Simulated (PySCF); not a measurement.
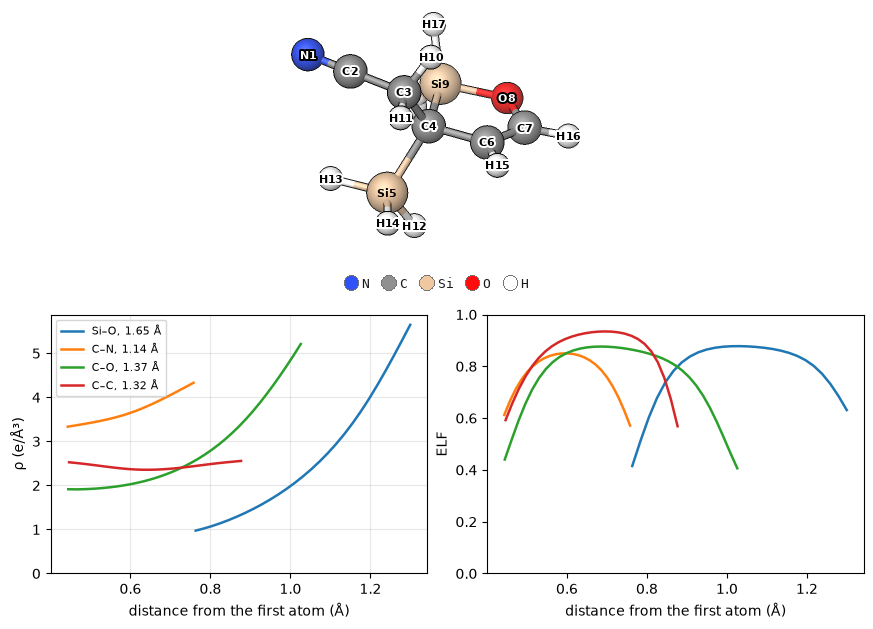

*C$_{5}$H$_{9}$NOSi$_{2}$ (SMILES N#CC[C@]1([SiH3])C=CO[SiH2]1). Electron density and electron localisation function along straight lines between neighbouring atoms. The curves leave out the atomic cores. The structure is drawn too.*

Geometry: GFN2-xTB.

Method: PySCF, PBE0/pcSseg-1, SCF density, gas phase, non-relativistic.

| atom | x (Å) | y (Å) | z (Å) |
| --- | --- | --- | --- |
| N | -1.6483 | 0.3781 | 2.9816 |
| C | -1.2489 | -0.2481 | 2.1116 |
| C | -0.7262 | -1.0142 | 1.0151 |
| C | -0.0950 | -0.0977 | -0.0501 |
| Si | -1.4451 | 0.9596 | -0.9047 |
| C | 0.5763 | -0.9225 | -1.1111 |
| C | 1.8527 | -0.6464 | -1.3242 |
| O | 2.4403 | 0.3158 | -0.5498 |
| Si | 1.4097 | 0.9171 | 0.5901 |
| H | 0.0236 | -1.7075 | 1.4135 |
| H | -1.5389 | -1.6093 | 0.5841 |
| H | -0.8236 | 1.7335 | -1.9773 |
| H | -2.0816 | 1.8218 | 0.0868 |
| H | -2.4328 | 0.0348 | -1.4731 |
| H | 0.0368 | -1.6722 | -1.6640 |
| H | 2.5103 | -1.0918 | -2.0526 |
| H | 1.8709 | 0.4992 | 1.9108 |
| H | 1.3110 | 2.3560 | 0.4015 |

Q: Compare the contacts.

A: Si–O (1.65 Å): ρ is about 1.1 e/Å³ halfway; the ELF peaks at about 0.90 between the atoms: a shared but strongly polarised pair.
C–N (1.14 Å): the density is about 3.6 e/Å³ at the midpoint; the ELF peaks at about 0.85 between the atoms: a short, multiple covalent bond.
C–O (1.37 Å): the density is about 2.2 e/Å³ at the midpoint, with its minimum of 1.9 e/Å³ about 0.5 Å from C; the ELF peaks at about 0.90 between the atoms: a shared but strongly polarised pair.
C–C (1.32 Å): ρ is about 2.4 e/Å³ halfway; the ELF peaks at about 0.95 between the atoms (a multiple bond).
